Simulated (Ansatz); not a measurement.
**CH3Si (doublet): wave-function methods side by side at distance Si1–C2 = 1.889 Å, cc-pVTZ**

How much of the correlation energy of CH3Si (doublet) does each wave-function method recover here?

Method: cc-pVTZ, core rule «outside noble gas», up to 6 orbitals frozen; program: Ansatz 0.2.0, Gaussian basis.

The runs, in order: UHF; CCSD(T) on ROHF; CCSD(T) on UHF; BCCD(T) on ROHF; CCSDT(Q) on ROHF; CCSDT(Q) on UHF; CASSCF and NEVPT2, 3 electrons in 3 orbitals.

**1. The geometry**

The geometry derives from a PBE0/def2-TZVP stationary point (not a proven minimum). One bond is set to the value named and the two fragments are kept rigid.

5 atoms, charge 0, spin multiplicity 2.

Atoms are counted from 1 here; the program's logs count them from 0.

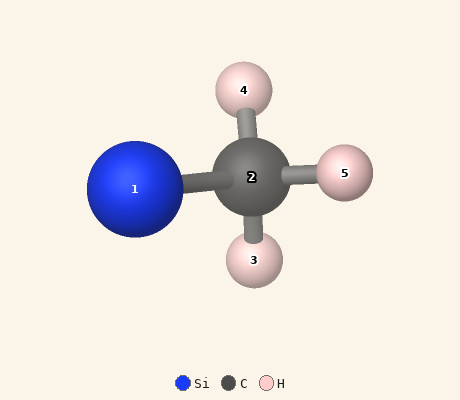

The structure; silicon blue, carbon dark grey, hydrogen pink; atoms are numbered from 1 in the order of the file.

In the tables R marks a restricted open-shell determinant and U an unrestricted one; 'pair' is the active space of 3 electrons in 3 orbitals; energies count from the table's Hartree-Fock row.

**2. UHF**

File in.yaml:

```yaml
crystal:
  periodic: [false, false, false]
  atoms:
    - {symbol: Si, position_ang: [-0.001312, 0.000000, 0.686035]}
    - {symbol: C, position_ang: [-0.011727, 0.000000, -1.202731]}
    - {symbol: H, position_ang: [-0.442590, -0.894419, -1.661140]}
    - {symbol: H, position_ang: [-0.442590, 0.894419, -1.661140]}
    - {symbol: H, position_ang: [1.061461, 0.000000, -1.461718]}
basis:
  gaussian: {orbitals: cc-pVTZ}
magnetization: {spin_polarized: true, initial_magnetization: 1}
hamiltonian: {xc: hf}
output: {orbitals: {seedname: orbitals}}
```

Run with:

```sh
$ ansatz run in.yaml --threads 1 --pin off --events-out ev --progress --plain --max-ram 4096MiB --backend cpu
```

Output:

```text
Functional definition: HF
  name "HF"
  cite "Fock, Z. Phys. 61, 126 (1930) doi:10.1007/BF01340294"
  parent pbe
  exchange = exact_x
  correlation = 0
752 factors; their error is unknown
mean field evaluation 1: about -8936.7512 eV, gradient 1.8e1 eV
mean field evaluation 2: about -8938.3047 eV, gradient 8.2e0 eV
mean field evaluation 4: about -8938.7240 eV, gradient 4.0e-1 eV
mean field evaluation 8: about -8938.9287 eV, gradient 1.7e-1 eV
mean field evaluation 16: about -8938.9300 eV, gradient 3.1e-5 eV
mean field evaluation 32: about -8938.8338 eV, gradient 2.7e-1 eV
mean field evaluation 64: about -8935.2271 eV, gradient 8.7e0 eV
mean field evaluation 96: about -8938.8316 eV, gradient 4.0e-1 eV
mean field evaluation 128: about -8938.9294 eV, gradient 2.1e-2 eV
mean field -8938.92997154 eV, -328.4996174297 hartree, gradient 6.4e-6 eV, S^2 0.787050; 5 other end points of the search recorded, 0 dependent functions left out
reference -8938.92997154 eV, -328.4996174297 hartree; 12, 11 occupied and 94, 95 virtual orbitals, 752 factors
Total energy: -8938.92997154 eV, -328.4996174297 hartree
```

It took 3.6 s on 1 thread of AMD EPYC 7R13, shared host.

From the report: ⟨S²⟩ of the determinant 0.787 (pure doublet: 0.75).

**3. CCSD(T) on ROHF**

in.yaml, as its differences from that of step 2:

```diff
@@ -10,4 +10,3 @@
   gaussian: {orbitals: cc-pVTZ}
-magnetization: {spin_polarized: true, initial_magnetization: 1}
-hamiltonian: {xc: hf}
-output: {orbitals: {seedname: orbitals}}
+magnetization: {spin_polarized: false, initial_magnetization: 1}
+correlation: {method: ccsd_t, electrons: outside_noble_gas}
```

Run with:

```sh
$ ansatz run in.yaml --threads 2 --pin off --events-out ev --progress --plain --max-ram 24576MiB --backend cuda --devices 0, --max-vram 18GiB
```

Output (excerpt; [...] marks lines left out):

```text
Functional definition: HF
  name "HF"
  cite "Fock, Z. Phys. 61, 126 (1930) doi:10.1007/BF01340294"
  parent pbe
[...]
598 factors; integrals over basis functions are off by at most 1.2e-3 eV
[...]
mean field -8938.78869716 eV, -328.4944256921 hartree, gradient 6.2e-6 eV, S^2 0.750000; 6 other end points of the search recorded, 0 dependent functions left out
[...]
determinant -8938.78869716 eV, -328.4944256921 hartree, with singles and doubles -8946.96107401 eV, -328.7947550019 hartree
determinant -8938.69519980 eV, -328.4909897276 hartree, with singles and doubles -8946.86975909 eV, -328.7913992405 hartree
determinant -8938.78869716 eV, -328.4944256921 hartree, with singles and doubles -8946.82425905 eV, -328.7897271449 hartree
determinant -8938.69519980 eV, -328.4909897276 hartree, with singles and doubles -8946.73281424 eV, -328.7863666100 hartree
6 core orbitals not correlated: weight in the atoms' cores, before any rotation towards them, 1.000 or more for the frozen orbitals, at most 0.000 for the correlated occupied ones
reference -8938.78869716 eV, -328.4944256921 hartree; 6, 5 occupied and 94, 95 virtual orbitals, 598 factors
second order -7.11495414 eV of doubles, -0.07232743 eV of singles
cycle   1  -8.03556213 eV  change   -2.4e-7 eV  update   3.1e-6
perturbative correction -0.30871532 eV, -0.0113450786 hartree
Total energy: -8947.13297460 eV, -328.8010722322 hartree
```

It took 17 s on 1 × H100 (card shared with other runs) with 2 threads of AMD EPYC 7R13, shared host; peak host memory 0.8 GiB.

From the report: correlation -8.3443 eV; T1 0.018; largest double amplitude 0.08.

**4. CCSD(T) on UHF**

in.yaml, as its differences from that of step 3:

```diff
@@ -10,3 +10,3 @@
   gaussian: {orbitals: cc-pVTZ}
-magnetization: {spin_polarized: false, initial_magnetization: 1}
+magnetization: {spin_polarized: true, initial_magnetization: 1}
 correlation: {method: ccsd_t, electrons: outside_noble_gas}
```

The command is unchanged.

Output (excerpt; [...] marks lines left out):

```text
Functional definition: HF
  name "HF"
  cite "Fock, Z. Phys. 61, 126 (1930) doi:10.1007/BF01340294"
  parent pbe
[...]
598 factors; integrals over basis functions are off by at most 1.2e-3 eV
[...]
mean field -8938.93026634 eV, -328.4996282633 hartree, gradient 2.8e-6 eV, S^2 0.787048; 12 other end points of the search recorded, 0 dependent functions left out
determinant -8938.93026634 eV, -328.4996282633 hartree, with singles and doubles -8946.95478484 eV, -328.7945238792 hartree
determinant -8938.83500471 eV, -328.4961274632 hartree, with singles and doubles -8946.86669988 eV, -328.7912868166 hartree
determinant -8936.42391895 eV, -328.4075216958 hartree, with singles and doubles -8944.26474128 eV, -328.6956666015 hartree
determinant -8936.39098387 eV, -328.4063113540 hartree, with singles and doubles -8944.23790755 eV, -328.6946804802 hartree
determinant -8936.28497327 eV, -328.4024155361 hartree, with singles and doubles -8943.98159229 eV, -328.6852610683 hartree
determinant -8938.93026634 eV, -328.4996282633 hartree, with singles and doubles -8946.82977234 eV, -328.7899297546 hartree
determinant -8938.83500471 eV, -328.4961274632 hartree, with singles and doubles -8946.73877537 eV, -328.7865856774 hartree
6 core orbitals not correlated: weight in the atoms' cores, before any rotation towards them, 1.000 or more for the frozen orbitals, at most 0.000 for the correlated occupied ones
reference -8938.93026634 eV, -328.4996282633 hartree; 6, 5 occupied and 94, 95 virtual orbitals, 598 factors
second order -7.00892676 eV of doubles, -0.00000000 eV of singles
cycle   1  -7.89950647 eV  change   -4.6e-7 eV  update   3.0e-6
perturbative correction -0.30317887 eV, -0.0111416179 hartree
Total energy: -8947.13295167 eV, -328.8010713894 hartree
```

Wall time 23 s (1 × H100 (card shared with other runs) with 2 threads of AMD EPYC 7R13, shared host); peak host memory 0.8 GiB.

From the report: ⟨S²⟩ of the determinant 0.787 (pure doublet: 0.75); correlation -8.2027 eV; T1 0.021; largest double amplitude 0.08.

**5. BCCD(T) on ROHF**

in.yaml, as its differences from that of step 4:

```diff
@@ -10,3 +10,3 @@
   gaussian: {orbitals: cc-pVTZ}
-magnetization: {spin_polarized: true, initial_magnetization: 1}
-correlation: {method: ccsd_t, electrons: outside_noble_gas}
+magnetization: {spin_polarized: false, initial_magnetization: 1}
+correlation: {method: bccd_t, electrons: outside_noble_gas}
```

Same command.

Output (excerpt; [...] marks lines left out):

```text
Functional definition: HF
  name "HF"
  cite "Fock, Z. Phys. 61, 126 (1930) doi:10.1007/BF01340294"
  parent pbe
[...]
598 factors; integrals over basis functions are off by at most 1.2e-3 eV
[...]
mean field -8938.78869716 eV, -328.4944256921 hartree, gradient 6.2e-6 eV, S^2 0.750000; 6 other end points of the search recorded, 0 dependent functions left out
[...]
determinant -8938.78869716 eV, -328.4944256921 hartree, with singles and doubles -8946.96107401 eV, -328.7947550019 hartree
determinant -8938.69519980 eV, -328.4909897276 hartree, with singles and doubles -8946.86975909 eV, -328.7913992405 hartree
determinant -8938.78869716 eV, -328.4944256921 hartree, with singles and doubles -8946.82425905 eV, -328.7897271449 hartree
determinant -8938.69519980 eV, -328.4909897276 hartree, with singles and doubles -8946.73281424 eV, -328.7863666100 hartree
6 core orbitals not correlated: weight in the atoms' cores, before any rotation towards them, 1.000 or more for the frozen orbitals, at most 0.000 for the correlated occupied ones
reference -8938.78869716 eV, -328.4944256921 hartree; 6, 5 occupied and 94, 95 virtual orbitals, 598 factors
second order -7.11495414 eV of doubles, -0.07232743 eV of singles
cycle   1  -8.03120771 eV  change    4.4e-3 eV  update   4.3e-3
[...]
cycle   9  -8.02864619 eV  change    1.9e-6 eV  update   9.0e-6
perturbative correction -0.31669092 eV, -0.0116381766 hartree
Total energy: -8947.13403427 eV, -328.8011111742 hartree
```

Wall time 13 s (1 × H100 (card shared with other runs) with 2 threads of AMD EPYC 7R13, shared host); peak host memory 0.8 GiB.

From the report: correlation -8.3453 eV; largest double amplitude 0.07.

**6. CCSDT(Q) on ROHF**

in.yaml, as its differences from that of step 5:

```diff
@@ -11,2 +11,2 @@
 magnetization: {spin_polarized: false, initial_magnetization: 1}
-correlation: {method: bccd_t, electrons: outside_noble_gas}
+correlation: {method: ccsdt_q, electrons: outside_noble_gas}
```

The command is unchanged.

Output (excerpt; [...] marks lines left out):

```text
Functional definition: HF
  name "HF"
  cite "Fock, Z. Phys. 61, 126 (1930) doi:10.1007/BF01340294"
  parent pbe
[...]
1343 factors; integrals over basis functions are off by at most 1.6e-7 eV
[...]
mean field -8938.78870815 eV, -328.4944260961 hartree, gradient 5.4e-6 eV, S^2 0.750000; 6 other end points of the search recorded, 0 dependent functions left out
[...]
determinant -8938.78870815 eV, -328.4944260961 hartree, with singles and doubles -8946.96110718 eV, -328.7947562206 hartree
determinant -8938.69521015 eV, -328.4909901079 hartree, with singles and doubles -8946.86979133 eV, -328.7914004254 hartree
determinant -8938.78870815 eV, -328.4944260961 hartree, with singles and doubles -8946.82424991 eV, -328.7897268088 hartree
determinant -8938.69521015 eV, -328.4909901079 hartree, with singles and doubles -8946.73280442 eV, -328.7863662491 hartree
6 core orbitals not correlated: weight in the atoms' cores, before any rotation towards them, 1.000 or more for the frozen orbitals, at most 0.000 for the correlated occupied ones
reference -8938.78870815 eV, -328.4944260961 hartree; 6, 5 occupied and 94, 95 virtual orbitals, 1343 factors
second order -7.11498279 eV of doubles, -0.07232738 eV of singles
cycle   1  -7.74352922 eV  change   -5.5e-1 eV  update   8.3e-2
[...]
cycle  19  -8.36995945 eV  change    9.6e-7 eV  update   7.8e-7
perturbative correction -0.01255403 eV, -0.0004613522 hartree
Total energy: -8947.17122163 eV, -328.8024777846 hartree
```

Wall time 49 s (1 × H100 (card shared with other runs) with 2 threads of AMD EPYC 7R13, shared host); peak host memory 1.2 GiB.

From the report: correlation -8.3825 eV; T1 0.018; largest double amplitude 0.08.

**7. CCSDT(Q) on UHF**

in.yaml, as its differences from that of step 6:

```diff
@@ -10,3 +10,3 @@
   gaussian: {orbitals: cc-pVTZ}
-magnetization: {spin_polarized: false, initial_magnetization: 1}
+magnetization: {spin_polarized: true, initial_magnetization: 1}
 correlation: {method: ccsdt_q, electrons: outside_noble_gas}
```

Launched as before.

Output (excerpt; [...] marks lines left out):

```text
Functional definition: HF
  name "HF"
  cite "Fock, Z. Phys. 61, 126 (1930) doi:10.1007/BF01340294"
  parent pbe
[...]
1343 factors; integrals over basis functions are off by at most 1.6e-7 eV
[...]
mean field -8938.93027746 eV, -328.4996286720 hartree, gradient 2.6e-6 eV, S^2 0.787050; 12 other end points of the search recorded, 0 dependent functions left out
determinant -8938.93027746 eV, -328.4996286720 hartree, with singles and doubles -8946.95481699 eV, -328.7945250606 hartree
determinant -8938.83501512 eV, -328.4961278455 hartree, with singles and doubles -8946.86673221 eV, -328.7912880046 hartree
determinant -8936.42393539 eV, -328.4075222998 hartree, with singles and doubles -8944.26477051 eV, -328.6956676759 hartree
determinant -8936.39099991 eV, -328.4063119432 hartree, with singles and doubles -8944.23791586 eV, -328.6946807858 hartree
determinant -8936.28499285 eV, -328.4024162558 hartree, with singles and doubles -8943.98162497 eV, -328.6852622692 hartree
determinant -8938.93027746 eV, -328.4996286720 hartree, with singles and doubles -8946.82976291 eV, -328.7899294080 hartree
determinant -8938.83501512 eV, -328.4961278455 hartree, with singles and doubles -8946.73876569 eV, -328.7865853216 hartree
6 core orbitals not correlated: weight in the atoms' cores, before any rotation towards them, 1.000 or more for the frozen orbitals, at most 0.000 for the correlated occupied ones
reference -8938.93027746 eV, -328.4996286720 hartree; 6, 5 occupied and 94, 95 virtual orbitals, 1343 factors
second order -7.00895392 eV of doubles, -0.00000000 eV of singles
cycle   1  -7.56854159 eV  change   -5.6e-1 eV  update   8.5e-2
[...]
cycle  21  -8.22926225 eV  change   -5.1e-7 eV  update   8.8e-7
perturbative correction -0.01290002 eV, -0.0004740671 hartree
Total energy: -8947.17243973 eV, -328.8025225488 hartree
```

Run time: 32 s. Hardware: 1 × H100 (card shared with other runs) with 2 threads of AMD EPYC 7R13, shared host; peak host memory 1.1 GiB.

From the report: ⟨S²⟩ of the determinant 0.787 (pure doublet: 0.75); correlation -8.2422 eV; T1 0.021; largest double amplitude 0.08.

**8. CASSCF and NEVPT2, 3 electrons in 3 orbitals**

in.yaml, as its differences from that of step 7:

```diff
@@ -10,3 +10,3 @@
   gaussian: {orbitals: cc-pVTZ}
-magnetization: {spin_polarized: true, initial_magnetization: 1}
-correlation: {method: ccsdt_q, electrons: outside_noble_gas}
+magnetization: {spin_polarized: false, initial_magnetization: 1}
+correlation: {method: sc_nevpt2, electrons: outside_noble_gas, active_space: {window: {electrons: 3, orbitals: 3}}}
```

Launched as before.

Output (excerpt; [...] marks lines left out):

```text
Functional definition: HF
  name "HF"
  cite "Fock, Z. Phys. 61, 126 (1930) doi:10.1007/BF01340294"
  parent pbe
[...]
598 factors; integrals over basis functions are off by at most 1.2e-3 eV
[...]
mean field -8938.78869716 eV, -328.4944256921 hartree, gradient 6.2e-6 eV, S^2 0.750000; 6 other end points of the search recorded, 0 dependent functions left out
reference -8938.78869716 eV, -328.4944256921 hartree; 12, 11 occupied and 94, 95 virtual orbitals, 598 factors
state -8939.28669022 eV, -328.5127265995 hartree
state -8939.28669022 eV, -328.5127265995 hartree; corrected -8945.97760191 eV, -328.7586130686 hartree
state -8939.14522970 eV, -328.5075280213 hartree
state -8939.14522970 eV, -328.5075280213 hartree; corrected -8945.86497445 eV, -328.7544740859 hartree
state -8939.28669022 eV, -328.5127265995 hartree; corrected -8945.97760191 eV, -328.7586130686 hartree
[...]
Total energy: -8945.97760191 eV, -328.7586130686 hartree
```

It took 8 s on 1 × H100 (card shared with other runs) with 2 threads of AMD EPYC 7R13, shared host; peak host memory 0.78 GiB.

From the report: 5 determinants; active occupations 1.93, 1.00, 0.07.

**9. The ladder**

The yardstick is UCCSDT(Q), where the cluster series has nearly closed. Rows without a time are mean-field rows or come out of runs for another level: lower rungs of the coupled-cluster runs, CASSCF and MRCISD of the multireference runs, or the Hartree-Fock search.

Differences are taken before rounding.

| method | energy from the lowest ROHF (meV) | from UCCSDT(Q) (meV) | time |
| --- | --- | --- | --- |
| ROHF | 0.0 | +8383.7 |  |
| UHF | -141.6 | +8242.2 |  |
| RMP2 | -7187.3 | +1196.5 |  |
| UMP2 | -7150.5 | +1233.2 |  |
| RCCSD | -8035.6 | +348.2 |  |
| UCCSD | -8041.1 | +342.7 |  |
| RCCSD(T) | -8344.3 | +39.5 | 17 s |
| UCCSD(T) | -8344.3 | +39.5 | 23 s |
| BCCD(T) | -8345.3 | +38.4 | 13 s |
| RCCSDT | -8370.0 | +13.8 |  |
| UCCSDT | -8370.8 | +12.9 |  |
| RCCSDT(Q) | -8382.5 | +1.2 | 49 s |
| UCCSDT(Q) | -8383.7 | 0 | 32 s |
| CASSCF pair | -498.0 | +7885.7 |  |
| NEVPT2 pair | -7188.9 | +1194.8 | 8 s |

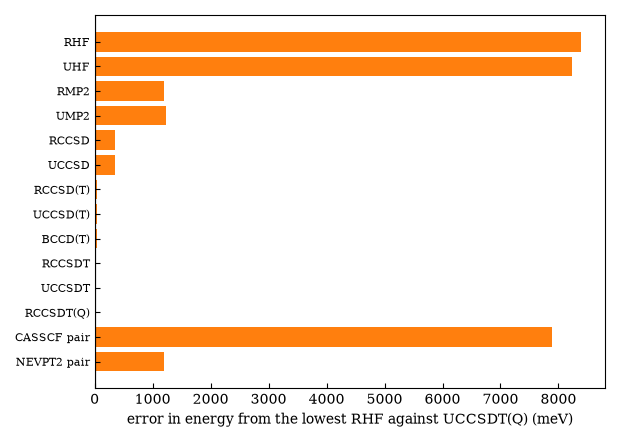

Deviations from UCCSDT(Q), method by method.

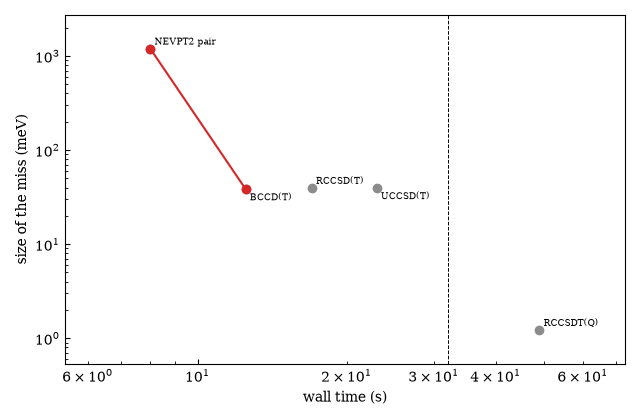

Miss against cost. Red marks the levels that no quicker level drawn beats (of those quicker than the yardstick), and the dashed line is the time of UCCSDT(Q). Times are from a shared host.

**10. Results**

| quantity | value |
| --- | --- |
| UCCSDT(Q) from the ROHF energy | -8.3837 eV |
| RMP2 from UCCSDT(Q) | +1196.5 meV |
| UMP2 from UCCSDT(Q) | +1233.2 meV |
| RCCSD from UCCSDT(Q) | +348.2 meV |
| RCCSD(T) from UCCSDT(Q) | +39.5 meV |
| UCCSD(T) from UCCSDT(Q) | +39.5 meV |
| RCCSDT(Q) from UCCSDT(Q) | +1.2 meV |
| NEVPT2 pair from UCCSDT(Q) | +1194.8 meV |
| levels within 1 kcal/mol (43 meV) | RCCSD(T), UCCSD(T), BCCD(T), RCCSDT, UCCSDT, RCCSDT(Q) |
| T1 diagnostic | 0.018 |

**Reading.** RCCSD(T) misses by +39.5 meV, 0.5 % of the correlation energy. These misses are within one basis, not against nature; the frozen cores of restricted and unrestricted runs differ, which can shift their rows.

For cost: BCCD(T) gets within 38.4 meV in 13 s, where UCCSDT(Q) took 32 s; the quickest level in the cost chart, NEVPT2 pair, takes 8 s and misses by 1194.8 meV.
